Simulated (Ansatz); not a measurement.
# Run report: CHAlClNO, single-point calculation

System: CHAlClNO, SMILES O=C=[N][AlH][Cl].
Method: RKS r2SCAN0-D4/def2-TZVPP (Ansatz 0.2.0).

The geometry comes from this level: PBE0-D4/def2-TZVP.

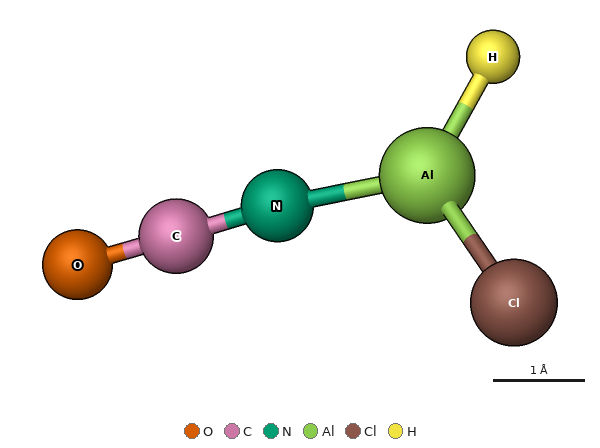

*The structure (ball-and-stick view, seen at a tilt). Sticks mark near contacts.*

Input file
```yaml
crystal:
  periodic: [false, false, false]
  atoms:
    - {symbol: O, position_ang: [-0.593587, -1.778813, -2.271408]}
    - {symbol: C, position_ang: [-0.424167, -1.086597, -1.351587]}
    - {symbol: N, position_ang: [-0.264019, -0.376865, -0.401556]}
    - {symbol: Al, position_ang: [0.146900, 0.686507, 0.934362]}
    - {symbol: Cl, position_ang: [2.090231, 1.431777, 1.025264]}
    - {symbol: H, position_ang: [-0.913260, 1.060091, 2.018723]}
basis:
  gaussian: {orbitals: def2-TZVPP}
hamiltonian: {xc: {name: r2SCAN0}, dispersion: d4}
output: {orbitals: {seedname: orbitals}}
```

What the program printed
```
Functional definition: r2SCAN0
  name "r2SCAN0"
  cite "Bursch, Neugebauer, Ehlert & Grimme, J. Chem. Phys. 156, 134105 (2022) doi:10.1063/5.0086040"
  cite "Furness, Kaplan, Ning, Perdew & Sun, J. Phys. Chem. Lett. 11, 8208 (2020) doi:10.1021/acs.jpclett.0c02405"
  cite "Furness, Kaplan, Ning, Perdew & Sun, J. Phys. Chem. Lett. 11, 9248 (2020) doi:10.1021/acs.jpclett.0c03077"
  parent r2scan
  parameter a = 0.25
  parameter k0 = 0.174
  parameter k1 = 0.065
  parameter a1 = 4.9479
  exchange = (1 - a)*r2scan_x(k0 = k0, k1 = k1, a1 = a1) + a*exact_x
  correlation = r2scan_c
1170 factors; their error is unknown
mean field evaluation 1: about -23705.5079 eV, gradient 5.5e1 eV
mean field evaluation 2: about -23702.7518 eV, gradient 6.5e1 eV
mean field evaluation 4: about -23710.6926 eV, gradient 3.7e0 eV
mean field evaluation 8: about -23710.7211 eV, gradient 2.6e-1 eV
mean field evaluation 16: about -23710.7818 eV, gradient 1.2e-4 eV
mean field -23710.78181514 eV, -871.3551599612 hartree, gradient 2.4e-5 eV, S^2 0.000000; 0 other end points of the search recorded, 0 dependent functions left out
reference -23710.78182421 eV, -871.3551602946 hartree; 26, 26 occupied and 165, 165 virtual orbitals, 1170 factors
Total energy: -23710.82089155 eV, -871.3565959928 hartree
```

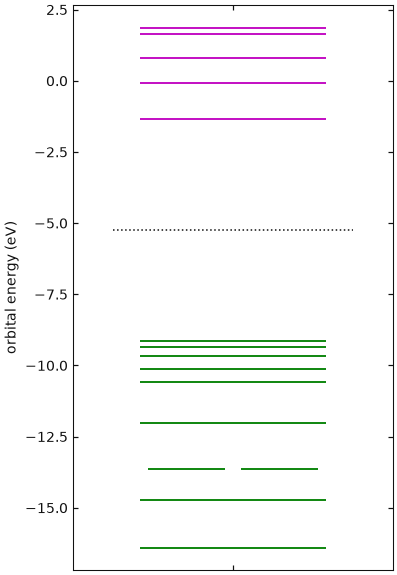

*Orbital energies near the frontier; the dotted line parts filled from empty levels, and levels within 0.02 eV of each other stand side by side.*

Highest filled −9.12 eV, lowest empty −1.35 eV, 7.77 eV apart.

Results in brief

- outcome: converged
- total energy: −23710.8209 eV
- mean-field energy: −23710.7818 eV
- dispersion energy: −0.0391 eV
- SCF solution under orbital rotations: stable
- HOMO: −9.12 eV
- LUMO: −1.35 eV
- hardware: 2 CPU threads, shared host
- wall time: 6.5 s (CPU time 11 s)
- peak memory: 0.43 GiB
